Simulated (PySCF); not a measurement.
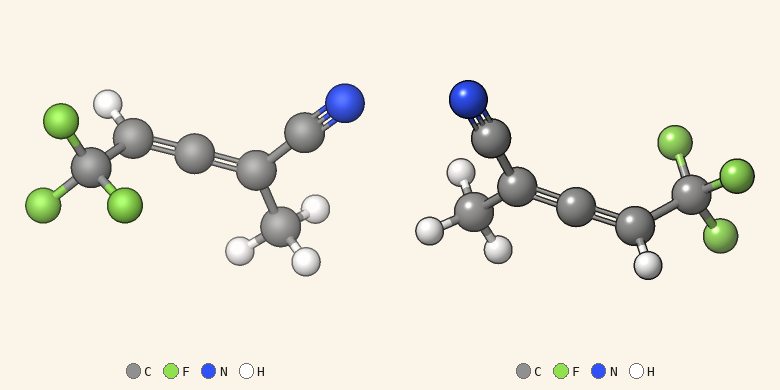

Two views of one molecule.

Computed geometry: GFN2-xTB optimisation. No frequency run is at hand to confirm it as a minimum.

Description:

The molecule is C6H4F3N. Its SMILES string is `CC(=C=CC(F)(F)F)C#N`. It has no ring. Among its groups: nitrile, C–F bond. The point group is C1. Coordination: 2 C tetrahedral; 2 C trigonal planar; 2 C linear.

More results for the same structure follow; atom numbers are the same in all pictures, views and colours differ.

**Shape**

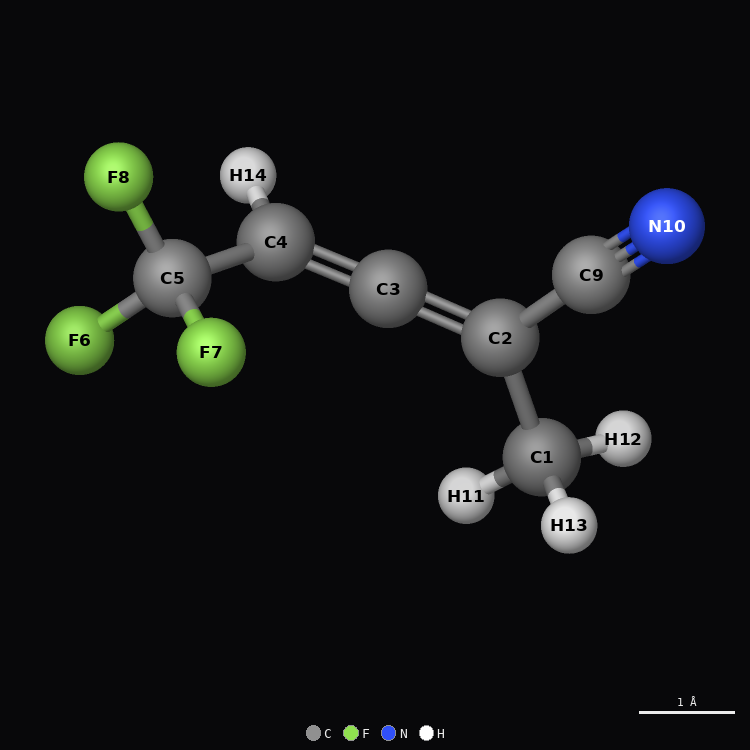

No frequency run is at hand to confirm it as a minimum.

What are the angles C1–C2–C9, C2–C1–H11, C2–C1–H12, C2–C1–H13, C2–C3–C4, C2–C9–N10, C3–C2–C9, C3–C4–H14, C4–C5–F8, F6–C5–F7, F6–C5–F8, F7–C5–F8?

```json
{"angle": "C1–C2–C9", "degrees": "116.5"}
{"angle": "C2–C1–H11", "degrees": "110.4"}
{"angle": "C2–C1–H12", "degrees": "109.8"}
{"angle": "C2–C1–H13", "degrees": "109.5"}
{"angle": "C2–C3–C4", "degrees": "178.5"}
{"angle": "C2–C9–N10", "degrees": "178.2"}
{"angle": "C3–C2–C9", "degrees": "119.0"}
{"angle": "C3–C4–H14", "degrees": "123.5"}
{"angle": "C4–C5–F8", "degrees": "111.8"}
{"angle": "F6–C5–F7", "degrees": "106.6"}
{"angle": "F6–C5–F8", "degrees": "106.2"}
{"angle": "F7–C5–F8", "degrees": "107.1"}
```

**Quadrupole coupling**

No frequency run is at hand to confirm it as a minimum. Electric field gradients from the ground-state density, PBE0/pcSseg-1 (PySCF 2.14.0), non-relativistic apart from any core potentials.

Give the largest field-gradient component, the quadrupole coupling constant and the asymmetry for 14N at N10 (Q = 20.44 mb), 2H at H11 (Q = 2.86 mb), 2H at H12 (Q = 2.86 mb).

```json
{"atom": "N10", "V_zz (a.u.)": "−0.983", "e²qQ/h (MHz)": "−4.72", "η": "0.04"}
{"atom": "H11", "V_zz (a.u.)": "0.311", "e²qQ/h (MHz)": "0.209", "η": "0.05"}
{"atom": "H12", "V_zz (a.u.)": "0.306", "e²qQ/h (MHz)": "0.206", "η": "0.04"}
```

**Excitation**

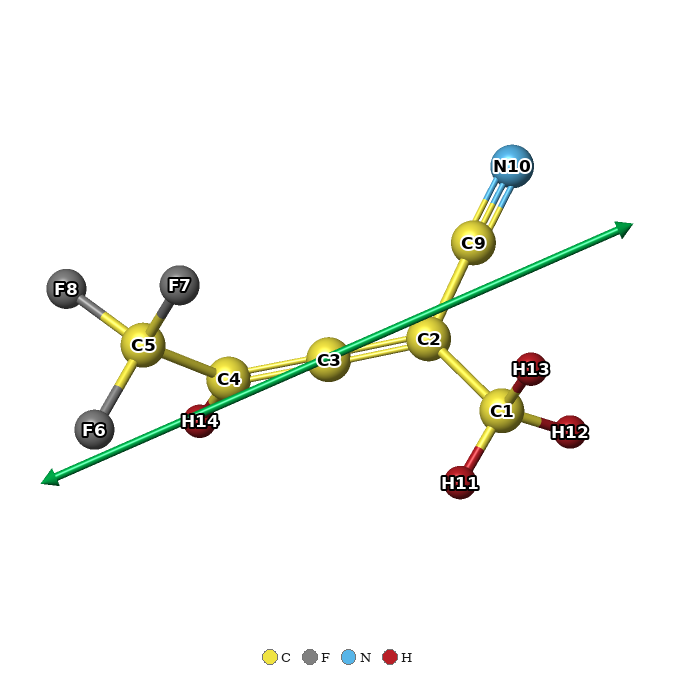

The double arrow shows the direction of the transition dipole to excited singlet state 3 (its length means nothing). No frequency run is at hand to confirm it as a minimum. Method: TDDFT PBE0/def2-SVPD, vertical, gas phase, core orbitals frozen in the response (PySCF 2.14.0).

How is the transition polarised?

Close to the long direction F6···N10.

Where does the transition lie, and how strong is it?

6.30 eV (197 nm), oscillator strength 0.35, mainly HOMO → LUMO (weight 0.88); transition dipole 3.85 D.

**Polarisability**

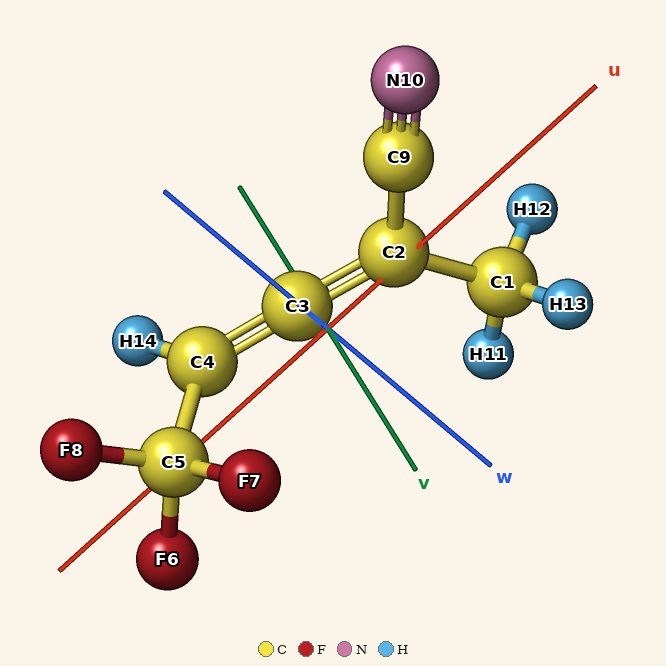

The lines u, v and w are the principal axes of the static dipole polarisability. No frequency run is at hand to confirm it as a minimum. Computed with PBE0/def2-SVPD (PySCF 2.14.0).

Along which axis is the molecule most polarisable, and along which least?

Most along u, least along v.

Give the three principal values.

u 117.7, v 56.7, w 71.9 bohr³; mean 82.1, anisotropy 55.0 bohr³.
